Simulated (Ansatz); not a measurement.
The parent structure is CsPbBr₃ in the cubic perovskite structure (space group Pm-3m, No. 221; a = 5.770 Å).

Structures relaxed with LDA, PAW, 420 eV (Ansatz, a first-principles code; scalar-relativistic without spin-orbit coupling).

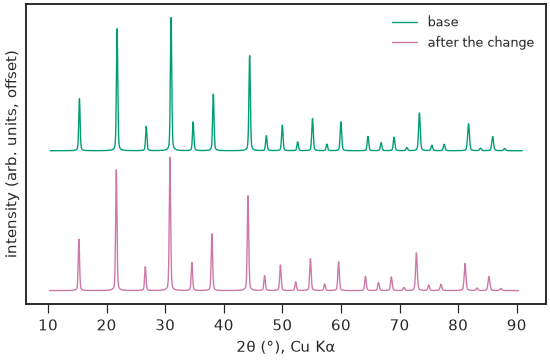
*Simulated powder patterns before (top) and after one change*

Task: What was done to the base?
A. isotropic strain +1.20 %
B. isotropic strain +0.60 %
C. isotropic strain +1.80 %
D. isotropic strain +3.00 %

Result: B, isotropic strain +0.60 %. Its volume per atom is 39.12 Å³ against 38.42 Å³, and its space group is Pm-3m (No. 221).

Stability against distortions was not tested. Many cubic perovskites are stable only at high temperature; tilts and polar distortions were not tested. This is not the structure that CsPbBr3 has at room temperature and ambient pressure.
